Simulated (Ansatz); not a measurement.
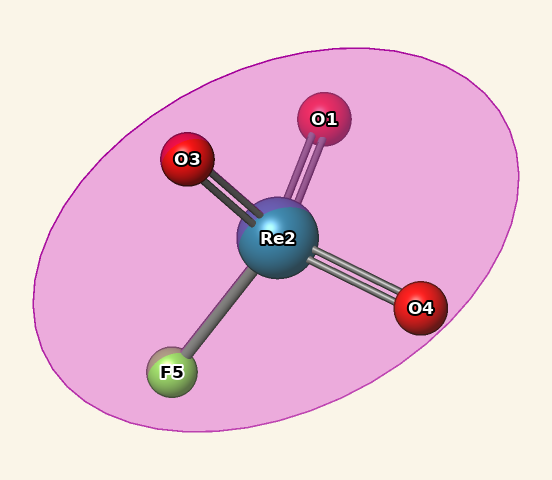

A disc through the centre of mass is drawn in. Depth is shown by fading: the farther an atom, the more it takes the colour of the background. The species is neutral and a spin singlet. The geometry was computed by an optimisation with PBE0-D4/def2-TZVP.

Question: Is the plane of the disc a mirror plane of the structure?

Answer: Yes. The reflection leaves Re2, O3, F5 in place and moves O1 ↔ O4. The point group is C3v.
